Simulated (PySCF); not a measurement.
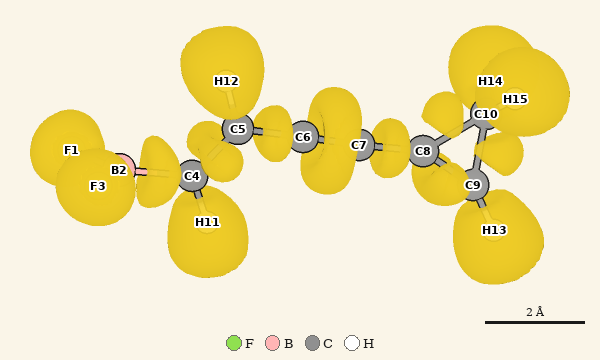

C₇H₅BF₂ (SMILES FB(F)/C=C/C#CC1=CC1). Isosurface of the ELF at 0.75 (yellow), seen at a tilt. Core shells and regions of very low density are left out.

Geometry: GFN2-xTB.

These are results of PySCF 2.14.0, PBE0/pcSseg-1, SCF density, in a acetone solvent model, non-relativistic, not measurements.

```
atom    x (Å)    y (Å)    z (Å)
   F   4.7544   0.4764   1.1766
   B   4.0774  -0.1294   0.2208
   F   4.8378  -0.5739  -0.7606
   C   2.5317  -0.3346   0.2657
   C   1.6087   0.5027  -0.2297
   C   0.2299   0.2663  -0.1569
   C  -0.9604   0.0411  -0.0863
   C  -2.3133  -0.1553  -0.0280
   C  -3.3777  -0.8748   0.2347
   C  -3.6533   0.4933  -0.2934
   H   2.1755  -1.2405   0.7458
   H   1.9004   1.4246  -0.7191
   H  -3.8138  -1.7827   0.5695
   H  -4.0072   1.2684   0.3782
   H  -3.9900   0.6184  -1.3172
```

**What do the ELF domains correspond to?**

The surface consists of one region between bonded B–C atoms (shared pairs), seven regions between bonded C–C atoms (shared pairs), five regions around hydrogen nuclei and two regions on F in which the atom's valence shell and bonds are merged. Along the contacts the grid gives the following. C–C (1.21 Å): the ELF peaks at about 0.85 between the atoms: a multiple bond. B–F (1.32 Å): the ELF peaks at about 0.85 between the atoms (a shared but strongly polarised pair).
